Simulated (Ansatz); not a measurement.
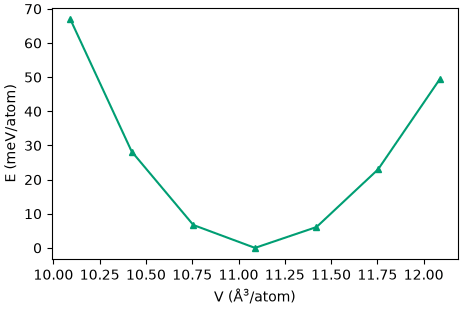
Fig. 1. SiGeC₂ in space group P-4m2 (No. 115; Si on 1a, C on 2g, Ge on 1c) under volume change, PBEsol in the plane-wave PAW code Ansatz, shape and atoms relaxed at each volume.

Problem. What does a third-order Birch–Murnaghan fit give for V₀, B₀ and B′?

Solution. V₀ = 11.09 Å³/atom, B₀ = 204 GPa, B′ = 4.1.

The start of the workflow was typed in or built on a structure type; neither database checked (COD, Materials Project) lists it. Whether it is the stable phase at ambient conditions was not checked. The PBEsol relaxation kept the symmetry of its start; whether a distortion lowers the energy is not shown.

Potentials: the earlier of the program's two PAW sets. The files were generated under PBE; for other functionals the program regenerates the frozen cores, and for LDA and PBEsol the local potential too.
